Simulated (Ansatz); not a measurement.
# One shape, several levels: NO (nitric oxide)

Wanted: a comparison of 6 runs (U-wB97M-V/STO-3G, U-wB97X/STO-3G, UBHLYP/STO-3G, UPBE/STO-3G, RPA@PBE/STO-3G, UCCSDTQ/STO-3G) of NO (nitric oxide). 

The results are computed with Ansatz 0.2.0.

43 further runs of the same task are left out: 3 that didn't finish, 40 set aside as unsound or not needed.

### 1 The system as given

The species is NO (2 atoms), meant as a doublet with charge 0. As SMILES, `[N]=O`. The O2–N1 distance was set to 1.733 Å, away from the relaxed value.

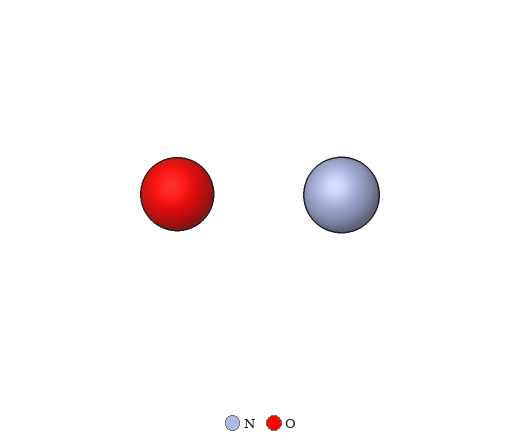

The structure, seen from a chosen angle (nitrogen light blue, oxygen red).

### 2 A single-point energy at U-wB97M-V/STO-3G (run 1)

File in.yaml:

```yaml
crystal:
  periodic: [false, false, false]
  atoms:
    - symbol: "N"
      position_ang: [-0.980458, 0.358899, -0.494659]
    - symbol: O
      position_ang: [0.490230, -0.179450, 0.247330]
basis:
  gaussian: {orbitals: STO-3G}
accuracy: high
hamiltonian: {xc: {name: wB97M-V}}
magnetization: {spin_polarized: true, initial_magnetization: 1}
```

The run is started by

```sh
$ ansatz run in.yaml --threads 1 --pin off --max-ram 2610MiB --events-out events.jsonl --progress --plain --runs-dir runs
```

What it wrote:

```text
Warning: RAYON_NUM_THREADS=1 ignored (pool sized by the plan → 1); use --threads N
Functional definition: wB97M-V
  name "wB97M-V"
  parameter omega = 0.3/bohr
  parameter cx = 0.15
  parameter cx01 = 1.007
  parameter cx10 = 0.259
  parameter css00 = 0.443
  parameter css04 = -1.437
  parameter css10 = -4.535
  parameter css20 = -3.390
  parameter css43 = 4.278
  parameter cos00 = 1.000
  parameter cos10 = 1.358
  parameter cos20 = 2.924
  parameter cos21 = -8.812
  parameter cos60 = -1.390
  parameter cos61 = 9.142
  parameter b = 6.0
  parameter c = 0.01
  gx(w, u) = 1 - cx + cx01*u + cx10*w
  gss(w, u) = css00 + css04*u^4 + css10*w + css20*w^2 + css43*w^4*u^3
  gos(w, u) = cos00 + cos10*w + (cos20 + cos21*u)*w^2 + (cos60 + cos61*u)*w^6
  exchange = spin_sum(e_x_unif_sr(omega)*gx(b97_w, b97_u_x)) + cx*exact_x_sr(omega) + exact_x_lr(omega)
  correlation = spin_sum(e_c_pw_mod_same_spin*gss(b97_w, b97_u_same))
      + integral(e_c_pw_mod_opposite_spin*gos(b97_w_opposite, b97_u_opposite)) + vv10(b, c)
149 factors; integrals over basis functions are off by at most 5.2e-8 eV
86 factors; integrals over basis functions are off by at most 1.0e-9 eV
mean field evaluation 1: about -3477.0716 eV, gradient 2.8e1 eV
mean field evaluation 2: about -3424.0192 eV, gradient 8.7e1 eV
mean field evaluation 4: about -3480.2172 eV, gradient 1.6e1 eV
mean field evaluation 8: about -3481.5364 eV, gradient 1.3e0 eV
mean field evaluation 16: about -3482.3147 eV, gradient 4.8e-1 eV
mean field evaluation 32: about -3483.2523 eV, gradient 1.4e-2 eV
mean field -3483.25226993 eV, -128.0071598869 hartree, gradient 7.9e-9 eV, S^2 1.789390; 1 other end points of the search recorded, 0 dependent functions left out
reference -3483.25227077 eV, -128.0071599178 hartree; 8, 7 occupied and 2, 3 virtual orbitals, 149 factors
Total energy: -3483.25227077 eV, -128.0071599178 hartree
```

Wall time 12 s (1 thread of Arm Neoverse V1, shared host); peak memory 0.25 GiB.

### 3 A single-point energy at U-wB97X/STO-3G (run 2)

File molecule.yaml:

```yaml
crystal:
  periodic: [false, false, false]
  atoms:
    - {symbol: "N", position_ang: [-0.980458, 0.358899, -0.494659]}
    - {symbol: O, position_ang: [0.490230, -0.179450, 0.247330]}
basis:
  gaussian: {orbitals: STO-3G}
total_charge: 0
magnetization: {spin_polarized: true, initial_magnetization: 1}
hamiltonian: {xc: {name: wB97X}}
accuracy: high
```

The run is started by

```sh
$ ansatz run molecule.yaml --threads 1 --pin off --max-ram 2610MiB --events-out events.jsonl --progress --plain --runs-dir runs
```

What it wrote, shortened:

```text
Warning: RAYON_NUM_THREADS=1 ignored (pool sized by the plan → 1); use --threads N
Functional definition: wB97X
  name "wB97X"
[...]
      + exact_x_lr(omega)
[...]
      + integral(e_c_pw_opposite_spin*poly(b97_u_opposite, 1, cos1, cos2, cos3, cos4))
149 factors; integrals over basis functions are off by at most 5.2e-8 eV
86 factors; integrals over basis functions are off by at most 1.0e-9 eV
[...]
mean field -3482.92238119 eV, -127.9950366991 hartree, gradient 6.8e-8 eV, S^2 1.842762; 5 other end points of the search recorded, 0 dependent functions left out
reference -3482.92238081 eV, -127.9950366853 hartree; 8, 7 occupied and 2, 3 virtual orbitals, 149 factors
Total energy: -3482.92238081 eV, -127.9950366853 hartree
```

Wall time 9.9 s (1 thread of Arm Neoverse V1, shared host); peak memory 0.2 GiB.

Runs 3 to 5 aren't shown in full; the table further down has their settings and results.

### 4 A single-point energy at UCCSDTQ/STO-3G (run 6)

File molecule.yaml:

```yaml
crystal:
  periodic: [false, false, false]
  atoms:
    - {symbol: "N", position_ang: [-0.980458, 0.358899, -0.494659]}
    - {symbol: O, position_ang: [0.490230, -0.179450, 0.247330]}
basis:
  gaussian:
    orbitals: STO-3G
magnetization:
  spin_polarized: true
  initial_magnetization: 1
correlation:
  method: ccsdtq
  frozen_orbitals: {"N": 1, O: 1}
accuracy: high
scf:
  omitted_lower_state_checks: [cluster_reference, increment]
```

The run is started by

```sh
$ ansatz run molecule.yaml --threads 1 --pin off --max-ram 2610MiB --events-out events.jsonl --progress --plain --runs-dir runs
```

What it wrote:

```text
Warning: RAYON_NUM_THREADS=1 ignored (pool sized by the plan → 1); use --threads N
[... 15 lines left out ...]
2 core orbitals not correlated: weight in the atoms' cores, before any rotation towards them, 1.000 or more for the frozen orbitals, at most 0.000 for the correlated occupied ones
[... 70 lines left out ...]
Total energy: -3471.30507740 eV, -127.5681086592 hartree
Checks for a lower state left out: cluster_reference, increment
```

It took 32 s on 1 thread of Arm Neoverse V1, shared host; peak memory 0.27 GiB.

### 5 Overview of the runs

```
run             level  frozen core orbitals  energy (Eh)   ⟨S²⟩  wall time
  1  U-wB97M-V/STO-3G                     –  -128.007160  1.789       12 s
  2    U-wB97X/STO-3G                     –  -127.995037  1.843      9.9 s
  3     UBHLYP/STO-3G                     –  -127.970773  1.967      1.2 s
  4       UPBE/STO-3G                     –  -127.879681  1.481      1.6 s
  5    RPA@PBE/STO-3G                     2  -127.612694  1.481      2.4 s
  6    UCCSDTQ/STO-3G                     2  -127.568109  2.341       32 s
```

### 6 Results

| quantity | value |
| --- | --- |
| run 6: total energy | -127.56811 Eh |
| run 6: correlation energy (2 core orbitals frozen) | -49.1 mEh |
| run 6: ⟨S²⟩ of the reference determinant | 2.341 |
| run 6: T1 diagnostic | 0.079 |

What this shows: Totals of different functionals can't be ranked against each other. In runs 1, 2, 3, 4, 5, 6 the basis is minimal, so the values are rough. Spin contamination of the reference: run 6 ⟨S²⟩ = 2.34, run 3 ⟨S²⟩ = 1.97, run 2 ⟨S²⟩ = 1.84, run 1 ⟨S²⟩ = 1.79, run 4 ⟨S²⟩ = 1.48, run 5 ⟨S²⟩ = 1.48. Where it is this large, the reference is a mixture of spin states, and values that rest on it are in doubt. All runs together took 59 s, the longest 32 s.
